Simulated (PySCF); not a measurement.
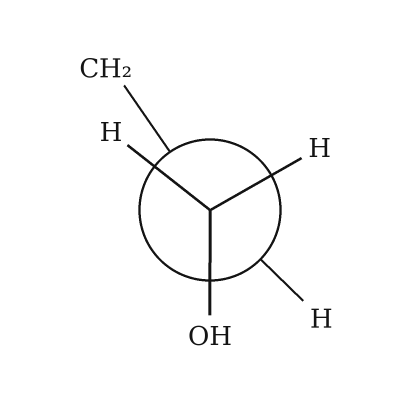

A Newman projection along the C–C bond, carbon in front; angles are drawn as computed, but eclipsed bonds slightly apart. Geometry: a frame of a GFN2-xTB molecular-dynamics simulation, not a minimum.

**Which molecule is it?**

C3H6O, C=CCO

**What is the torsion angle from the front OH to the back CH2? The sign is positive where the front bond must turn clockwise to cover the back bond.**

135°, anticlinal.
